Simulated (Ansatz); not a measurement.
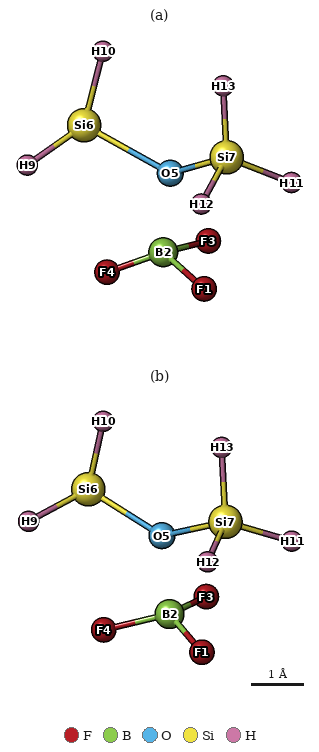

The structure of BSi₂H₆OF₃ before (top) and after (bottom) a relaxation, at one scale.

Style: ball-and-stick. Shown at a tilt.

Method: Ansatz, RKS PBE-QIDH/def2-SVP.

Input file:
```yaml
crystal:
  periodic: [false, false, false]
  atoms:
    - {symbol: F, position_ang: [-1.223369, -1.631644, -1.096317]}
    - {symbol: B, position_ang: [-1.171436, -0.143933, -1.196220]}
    - {symbol: F, position_ang: [-0.522315, 0.138666, -2.403207]}
    - {symbol: F, position_ang: [-2.138157, 0.416261, -0.854608]}
    - {symbol: O, position_ang: [0.185463, -0.112148, -0.001261]}
    - {symbol: Si, position_ang: [-0.076414, 1.538964, 0.992682]}
    - {symbol: Si, position_ang: [1.135886, -1.342012, 0.360041]}
    - {symbol: H, position_ang: [-0.197938, 2.574764, -0.199140]}
    - {symbol: H, position_ang: [-1.331192, 1.492127, 1.702099]}
    - {symbol: H, position_ang: [1.318436, 1.661932, 1.712440]}
    - {symbol: H, position_ang: [1.459083, -1.866971, -1.027418]}
    - {symbol: H, position_ang: [0.163951, -2.208601, 1.145653]}
    - {symbol: H, position_ang: [2.226566, -0.881192, 1.174554]}
basis:
  gaussian: {orbitals: def2-SVP}
hamiltonian: {xc: {name: PBE-QIDH}}
relax: {f_tol: 0.0001, max_steps: 3}
```

Command:
```bash
ansatz run in.yaml --threads 4 --pin off --events-out ev --progress --plain --max-ram 11315MiB
```

Summarise the run.

The relaxation stopped without meeting its thresholds, so the last structure isn't shown to be converged. The input was poor on purpose: steps. Over 2 geometry steps the energy falls by 255.6 kJ/mol. Largest force component: 11 eV/Å at the start, 0.73 eV/Å at the end. The largest move after the best rigid fit is that of H10, 0.18 Å. Largest moves by element: H 0.18 Å, O 0.17 Å, Si 0.14 Å, B 0.13 Å, F 0.12 Å. Among the contacts that change: O5–Si6 1.945 → 1.730 Å, B2–F4 1.168 → 1.334 Å, F1–B2 1.492 → 1.335 Å, O5–Si7 1.596 → 1.731 Å. Bond angles that change, for instance: H9–Si6–H10 123.3° → 110.8°, F1–B2–F3 106.0° → 116.0°, O5–Si7–H12 100.1° → 108.1°. Cost: 25 s on 4 threads of Arm Neoverse V1, on a shared host.
